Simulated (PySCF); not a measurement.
Consider CH₂P₂ (SMILES P#CP).

```xyz
5

P     2.4109   -0.0340   -0.0442
C     0.8589   -0.0108    0.1291
P    -0.8357    0.0153    0.5607
H    -1.1986    1.0280   -0.3364
H    -1.2270   -0.9957   -0.3264
```

Geometry: GFN2-xTB.

Computed with PySCF, CAM-B3LYP/def2-SVPD, SCF density, gas phase.

### What will maps of the electron density and electron localisation function show?

C–P (1.56 Å): ρ at the midpoint is about 1.5 e/Å³; the ELF peaks at about 0.90 between the atoms, as expected for a covalent bond.
P–H (1.40 Å): the density is about 1.1 e/Å³ at the midpoint; the ELF climbs to about 1 towards the hydrogen, as it does in any bond to H.
C–P (1.75 Å): ρ at the midpoint is about 1.3 e/Å³; the ELF peaks at about 0.95 between the atoms; a covalent bond.

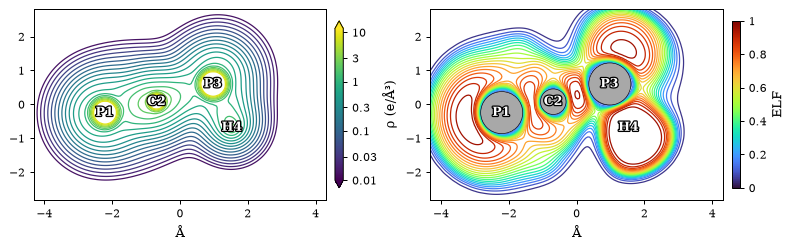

Computed electron density and electron localisation function on the plane of atoms C2, P3 and H4, in this order. Grey discs cover the atomic cores in the ELF map. 
